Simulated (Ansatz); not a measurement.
The starting structures come from a database of crystals and need not be the phases stable at ambient conditions.

 Where the default PAW files enter, the runs use the earlier of Ansatz's two default sets.

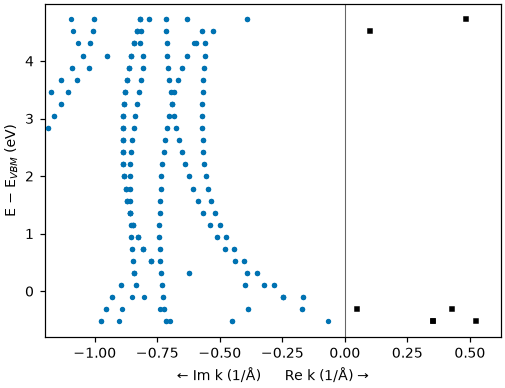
Figure: Complex bands at the centre of the two-dimensional zone; r2SCAN in Ansatz (a quantum-chemistry and plane-wave program)

The gap is the functional's own. No spin-orbit coupling. Mid-gap values are interpolated on the energy grid.

Problem. This is CaWO4 (I4_1/a, not sure to be the ambient phase, 12 atoms a cell, 13.1 Å³ an atom, -2 GPa at this level) along the normal of (001). Read off the slowest decay at the centre of the two-dimensional zone at 2.21 eV, the computed energy nearest the middle of the gap.

Solution. κ ≈ 0.56 1/Å, a decay length 1/(2κ) of the density of 0.89 Å.
